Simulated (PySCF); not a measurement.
# C5H10Si: electronic excitations at several levels of theory, part 2 of 2

PySCF 2.14.0. Atoms count from 0. The steps go on from the part before.

## 6. TDDFT and polarisability: B3LYP/def2-SVPD

Job settings and geometry (Å):

```
{"job": {"kind": "uv", "xc": "B3LYP", "basis": "def2-SVPD", "ip": true}, "charge": 0, "multiplicity": 1}
C      2.355301     1.460984     0.669838
C      1.247751     0.970902     1.239326
Si     0.494102    -0.683626     0.790187
C     -1.196786    -0.442908    -0.001086
C     -2.281842    -0.991363     0.563803
C     -1.272283     0.384359    -1.252001
H      2.910573     0.898701    -0.090058
H      2.763281     2.443050     0.935499
H      0.738980     1.586710     1.993823
H      1.429079    -1.349174    -0.174097
H      0.329701    -1.543351     2.003370
H     -3.282177    -0.860273     0.131237
H     -2.220500    -1.592973     1.476248
H     -0.674345    -0.067356    -2.061729
H     -0.854890     1.391654    -1.086482
H     -2.307346     0.493421    -1.611481
```

With the program's defaults for keys left out, this is: TDDFT B3LYP/def2-SVPD, vertical, gas phase, core orbitals frozen in the response.

What it wrote:

```text
coarse grid: 13256 points
cycle   1  E = -485.6699547021  dE =  2.392e-01  |g| = 4.380e-01  |ddm| = 5.928e+00
cycle   2  E = -485.6466618122  dE =  2.329e-02  |g| = 5.226e-01  |ddm| = 1.573e+00
cycle   3  E = -485.7235525589  dE = -7.689e-02  |g| = 6.650e-02  |ddm| = 8.713e-01
cycle   4  E = -485.7242090907  dE = -6.565e-04  |g| = 4.658e-02  |ddm| = 1.587e-01
cycle   5  E = -485.7247866660  dE = -5.776e-04  |g| = 6.033e-03  |ddm| = 6.597e-02
cycle   6  E = -485.7247976990  dE = -1.103e-05  |g| = 1.485e-03  |ddm| = 1.566e-02
cycle   7  E = -485.7247982508  dE = -5.518e-07  |g| = 5.191e-04  |ddm| = 3.480e-03
final grid: 121688 points
cycle   8  E = -485.8030186343  dE = -3.013e-05  |g| = 4.805e-03  |ddm| = 1.062e-01
cycle   9  E = -485.8030150485  dE =  3.586e-06  |g| = 6.006e-03  |ddm| = 1.753e-02
cycle  10  E = -485.8030250348  dE = -9.986e-06  |g| = 8.955e-04  |ddm| = 9.439e-03
cycle  11  E = -485.8030252376  dE = -2.028e-07  |g| = 1.660e-04  |ddm| = 1.308e-03
cycle  12  E = -485.8030252445  dE = -6.976e-09  |g| = 5.747e-05  |ddm| = 4.158e-04
cycle  13  E = -485.8030252454  dE = -8.752e-10  |g| = 2.580e-05  |ddm| = 1.464e-04
converged SCF energy = -485.8030252454

Static polarisability (au): isotropic 91.306, principal 73.087 82.457 118.373

Singlet excitations
state   eV       nm        f      main configurations
  1   5.7521    215.5   0.03097   H->L 0.85, H->L+1 0.11
  2   6.1824    200.5   0.04245   H-1->L 0.51, H-1->L+1 0.30, H-2->L 0.13
  3   6.5947    188.0   0.00292   H-2->L 0.60, H-3->L 0.17, H-1->L+1 0.14
  4   6.8302    181.5   0.03664   H-1->L+1 0.31, H-3->L 0.30, H-1->L 0.17
  5   6.8590    180.8   0.49500   H->L+1 0.49, H->L+2 0.19, H-1->L+1 0.10
  6   6.8779    180.3   0.10587   H->L+2 0.73, H->L+1 0.09
  7   6.9777    177.7   0.00232   H-2->L+1 0.56, H-3->L 0.17, H-1->L 0.10
  8   7.2354    171.4   0.00915   H-1->L+2 0.70, H-1->L+3 0.14
  9   7.3147    169.5   0.00170   H->L+3 0.67
 10   7.3347    169.0   0.07325   H-2->L+1 0.22, H-4->L 0.21, H-3->L 0.16

Triplet excitations (Tamm-Dancoff, eV): 4.2061 4.2617 5.6497 5.8484
Vertical ionisation energy (delta-SCF) = 9.3106 eV
```

Wall time 4.6 min (1 thread, shared host).

In short: HOMO -7.27 eV, LUMO -0.81 eV; lowest singlet 5.75 eV.

## 7. Ultraviolet spectrum: PBE0/def2-SVPD

Settings changed since step 6:

```diff
@@ -1,2 +1,2 @@
-{"job": {"kind": "uv", "xc": "B3LYP", "basis": "def2-SVPD", "ip": true}, "charge": 0, "multiplicity": 1}
+{"job": {"kind": "uv", "xc": "PBE0", "basis": "def2-SVPD", "ip": true}, "charge": 0, "multiplicity": 1}
 C      2.355301     1.460984     0.669838
```

Level: TDDFT PBE0/def2-SVPD, vertical, gas phase, core orbitals frozen in the response.

What it wrote:

```text
coarse grid: 13256 points
cycle   1  E = -485.2988545681  dE =  2.593e-01  |g| = 3.781e-01  |ddm| = 5.387e+00
cycle   2  E = -485.2916265028  dE =  7.228e-03  |g| = 4.129e-01  |ddm| = 1.306e+00
cycle   3  E = -485.3390804395  dE = -4.745e-02  |g| = 5.647e-02  |ddm| = 6.646e-01
cycle   4  E = -485.3395601640  dE = -4.797e-04  |g| = 3.848e-02  |ddm| = 1.311e-01
cycle   5  E = -485.3399519555  dE = -3.918e-04  |g| = 4.749e-03  |ddm| = 5.767e-02
cycle   6  E = -485.3399587533  dE = -6.798e-06  |g| = 1.122e-03  |ddm| = 1.244e-02
final grid: 121688 points
cycle   7  E = -485.4067426894  dE = -2.369e-05  |g| = 6.858e-03  |ddm| = 9.855e-02
cycle   8  E = -485.4067391670  dE =  3.522e-06  |g| = 7.747e-03  |ddm| = 2.259e-02
cycle   9  E = -485.4067560109  dE = -1.684e-05  |g| = 6.227e-04  |ddm| = 1.186e-02
cycle  10  E = -485.4067561009  dE = -9.006e-08  |g| = 2.268e-04  |ddm| = 1.025e-03
cycle  11  E = -485.4067561145  dE = -1.353e-08  |g| = 4.990e-05  |ddm| = 4.133e-04
cycle  12  E = -485.4067561151  dE = -6.218e-10  |g| = 2.087e-05  |ddm| = 1.384e-04
converged SCF energy = -485.4067561151

Static polarisability (au): isotropic 90.653, principal 72.501 81.874 117.585

Singlet excitations
state   eV       nm        f      main configurations
  1   5.9414    208.7   0.04149   H->L 0.83, H->L+1 0.09
  2   6.3070    196.6   0.03398   H-1->L 0.51, H-1->L+1 0.25, H-2->L 0.14
  3   6.7072    184.9   0.00872   H-2->L 0.50, H-3->L 0.26, H-1->L+1 0.08
  4   6.9529    178.3   0.60366   H->L+1 0.66, H->L 0.10, H-1->L+1 0.09
  5   6.9746    177.8   0.06508   H-1->L+1 0.40, H-1->L 0.22, H->L+1 0.15
  6   7.1144    174.3   0.00147   H-2->L+1 0.37, H-3->L 0.22, H-2->L 0.16
  7   7.1363    173.7   0.00523   H->L+2 0.85
  8   7.4421    166.6   0.02565   H-1->L+2 0.28, H-4->L 0.17, H-2->L+1 0.16
  9   7.5054    165.2   0.01771   H-1->L+2 0.32, H->L+3 0.23, H-2->L+1 0.14
 10   7.5532    164.1   0.03618   H->L+3 0.56, H-1->L+2 0.19

Triplet excitations (Tamm-Dancoff, eV): 4.1193 4.1678 5.7283 5.8806
Vertical ionisation energy (delta-SCF) = 9.3356 eV
```

Wall time 4.3 min (1 thread, shared host).

This run: HOMO -7.50 eV, LUMO -0.60 eV; lowest singlet 5.94 eV.

## 8. TDDFT and polarisability: BHandHLYP/def2-SVPD

Settings changed since step 7:

```diff
@@ -1,2 +1,2 @@
-{"job": {"kind": "uv", "xc": "PBE0", "basis": "def2-SVPD", "ip": true}, "charge": 0, "multiplicity": 1}
+{"job": {"kind": "uv", "xc": "BHandHLYP", "basis": "def2-SVPD", "ip": true}, "charge": 0, "multiplicity": 1}
 C      2.355301     1.460984     0.669838
```

Level: TDDFT BHandHLYP/def2-SVPD, vertical, gas phase, core orbitals frozen in the response.

What it wrote:

```text
coarse grid: 13256 points
cycle   1  E = -485.5620336235  dE =  3.853e-01  |g| = 3.072e-01  |ddm| = 5.348e+00
cycle   2  E = -485.5833424925  dE = -2.131e-02  |g| = 1.901e-01  |ddm| = 9.888e-01
cycle   3  E = -485.5929456433  dE = -9.603e-03  |g| = 5.034e-02  |ddm| = 3.800e-01
cycle   4  E = -485.5935387030  dE = -5.931e-04  |g| = 2.444e-02  |ddm| = 1.118e-01
cycle   5  E = -485.5936948732  dE = -1.562e-04  |g| = 2.527e-03  |ddm| = 4.044e-02
cycle   6  E = -485.5936967863  dE = -1.913e-06  |g| = 6.069e-04  |ddm| = 6.257e-03
final grid: 121688 points
cycle   7  E = -485.6451309302  dE = -1.506e-05  |g| = 2.254e-03  |ddm| = 6.490e-02
cycle   8  E = -485.6451314954  dE = -5.652e-07  |g| = 1.808e-03  |ddm| = 8.694e-03
cycle   9  E = -485.6451323942  dE = -8.988e-07  |g| = 1.505e-04  |ddm| = 2.833e-03
cycle  10  E = -485.6451323979  dE = -3.686e-09  |g| = 1.071e-04  |ddm| = 4.461e-04
cycle  11  E = -485.6451324009  dE = -3.042e-09  |g| = 1.890e-05  |ddm| = 1.698e-04
cycle  12  E = -485.6451324010  dE = -1.022e-10  |g| = 3.474e-06  |ddm| = 4.857e-05
converged SCF energy = -485.6451324010

Static polarisability (au): isotropic 88.742, principal 71.061 79.543 115.621

Singlet excitations
state   eV       nm        f      main configurations
  1   6.5840    188.3   0.16001   H->L 0.56, H-2->L 0.20
  2   6.8362    181.4   0.00595   H-1->L 0.41, H-2->L+1 0.18, H->L 0.15
  3   7.0628    175.5   0.61142   H->L+1 0.37, H-2->L 0.15, H-1->L 0.12
  4   7.2611    170.8   0.01940   H->L+2 0.43, H->L+1 0.22, H-2->L 0.09
  5   7.3130    169.5   0.08337   H-1->L+1 0.28, H-1->L 0.25, H-3->L 0.12
  6   7.5370    164.5   0.03714   H->L+2 0.31, H->L+1 0.28, H->L 0.09
  7   7.6632    161.8   0.02908   H-1->L+2 0.39, H-1->L+3 0.34, H-1->L+1 0.11
  8   8.0169    154.7   0.01842   H->L+3 0.36
  9   8.0319    154.4   0.00438   H-1->L+1 0.27, H->L+3 0.16, H-2->L+1 0.11
 10   8.3095    149.2   0.01182   H-1->L+3 0.37, H-1->L+2 0.26, H-1->L+6 0.12

Triplet excitations (Tamm-Dancoff, eV): 4.0613 4.0839 6.2098 6.3518
Vertical ionisation energy (delta-SCF) = 9.2986 eV
```

Run time: 2.7 min. Hardware: 1 thread, shared host.

In short: HOMO -8.43 eV, LUMO 0.49 eV; lowest singlet 6.58 eV.

## 9. Comparing the runs: electronic excitations

Excitations and ground-state properties, with basis size and wall time:

```tsv
run	lowest singlet (eV)	brightest (eV)	f	gap (eV)	α (Å³)	μ (D)	functions	time
HF/def2-SVPD	7.00	7.00	0.863	12.42	12.88	0.82	204	34 s
LDA/def2-SVPD	4.87	6.52	0.120	4.73	14.12	0.89	204	2.4 min
PBE/def2-SVPD	4.94	6.61	0.190	4.81	13.88	0.87	204	4.4 min
B3LYP/def2-SVPD	5.75	6.86	0.495	6.46	13.53	0.82	204	4.6 min
PBE0/def2-SVPD	5.94	6.95	0.604	6.89	13.43	0.85	204	4.3 min
BHandHLYP/def2-SVPD	6.58	7.06	0.611	8.92	13.15	0.81	204	2.7 min
```

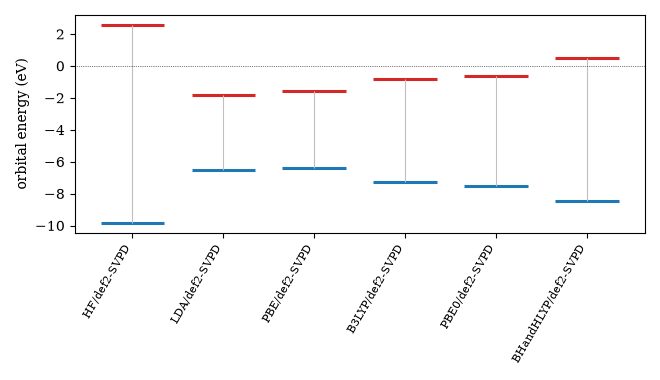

HOMO (blue) and LUMO (red) run by run.

## 10. Results

The summary covers parts 1 to 2.

| quantity | value |
| --- | --- |
| point group | C1 |
| rotational constants (main isotopes) | 5.02, 1.64, 1.39 GHz |
| lowest singlet (HF/def2-SVPD) | 7.00 eV (177 nm), f = 0.863 |
| lowest triplet | 3.53 eV |
| vertical ionisation energy (ΔSCF) | 8.23 eV |
| range of the lowest singlet | 4.87 to 7.00 eV |

What this shows: Single values in the summary come from the first run of each kind that ended normally (HF/def2-SVPD), which need not be the best level. Over 4 steps the energy fell by 0.082 eV; of the close pairs, Si2–H9 changed most, 1.469 to 1.499 Å. No frequency check was run at this level, so the end point may be a saddle. The lowest singlet, at 7.00 eV, is HOMO→LUMO+2 0.22, HOMO→LUMO+5 0.17 and is bright. The lowest triplet lies 3.48 eV below the lowest singlet (triplets in Tamm-Dancoff, singlets in full TDDFT). At HF/def2-SVPD, the highest states lie near or above the ionisation energy, where they hang on the basis. The orbital energy would give 9.86 eV for ionisation, ΔSCF gives 8.23 eV. The lowest singlet runs from 4.87 eV (LDA/def2-SVPD) to 7.00 eV (HF/def2-SVPD), while the orbital gap spans 4.73 to 12.42 eV: the excitation energy moves far less from run to run than the orbital gap does. The lowest state need not be the same one in every run.
